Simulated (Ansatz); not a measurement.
Ca: Ca → Sc

Take Ca in the fcc (Cu type) structure (space group Fm-3m, No. 225; a = 5.568 Å) as the base.

One thing is altered: every Ca is replaced by Sc, then cell and atoms are relaxed.

All numbers come from DFT with r2SCAN, PAW potentials and a 500 eV plane-wave cutoff in Ansatz (a program for electronic structure), scalar-relativistic without spin-orbit coupling. k-mesh 17×17×17 (Γ-centred); smearing 0.05 eV (Fermi–Dirac), for the changed cell.

```tsv
quantity	base	changed	shift
volume per atom	43.17 Å³	25.11 Å³	-18.06 Å³
density	1.54 g/cm³	2.97 g/cm³	+1.43 g/cm³
lattice parameter a	5.568 Å	4.648 Å	-0.920 Å
space group	Fm-3m (No. 225)	Fm-3m (No. 225)	–
shortest interatomic distance	3.937 Å	3.287 Å	-0.6507 Å
band gap	zero	zero	–
```

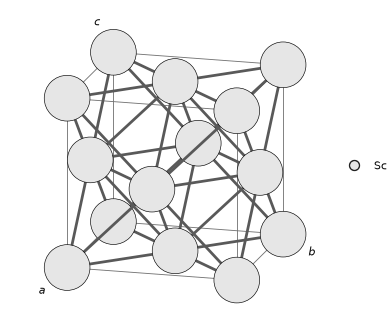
Figure. The relaxed conventional cell after the change

Cost of the whole job for the changed cell (relaxation, final SCF and bands): about 40 core-seconds (a rough figure).

Whether these cells are dynamically stable was not tested. The final runs are not spin-polarised. This is not the structure that Sc has at room temperature and ambient pressure.
